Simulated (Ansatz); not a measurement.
A family of molecules: the atomisation energy (no zero-point term)

Gas-phase molecules, one atom swapped for its congeners: C4H4Si `C#C[SiH2]C#C`; C4H4Ge `C#[C][GeH2][C]#C`; C4H4Sn `C#[C][SnH2][C]#C`. All are singlets with charge 0.

Shapes, held fixed at every level: PBE0-D4/def2-TZVP. Programs: Ansatz 0.2.0. Values in eV.

| level | C4H4Si | C4H4Ge | C4H4Sn |
| --- | --- | --- | --- |
| HF/def2-SVP | 29.48 | 27.90 | 26.23 |
| r2SCAN-D4/def2-TZVPP | 39.98 | 38.36 | 36.71 |
| B2PLYP/def2-TZVPP | 39.73 | 38.10 | 36.50 |
| MP2/def2-TZVPP | 39.99 | 38.59 | 36.87 |
| CCSD(T)/def2-SVP | 37.94 | 36.55 | 34.92 |
| CCSD(T)/def2-TZVPP | 38.86 | 37.54 | 36.01 |

At CCSD(T)/def2-TZVPP the atomisation energy falls at every step, from 38.86 to 36.01 eV. Every level shows the same order. For atoms past krypton def2 sets carry core potentials with scalar relativity. Relativity is left out for Ge. Outer-core shells of Ge, Sn are correlated, in sets that cover them unevenly. Spin-orbit coupling, which grows down the group, is left out (summed over each molecule's free atoms 0.03, 0.13, 0.32 eV). Coupled cluster in double- or triple-zeta sets underbinds by a few per cent against its basis-set limit.

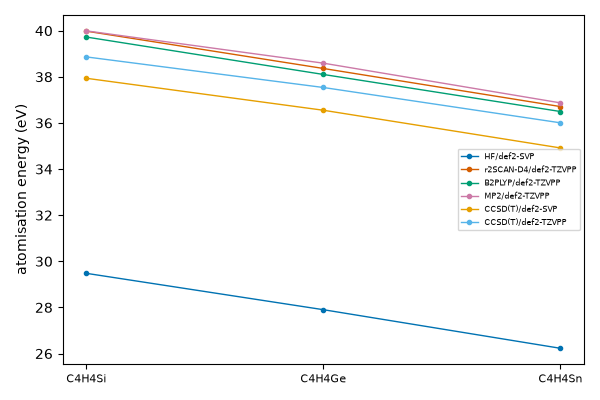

The trend along the series, level by level.
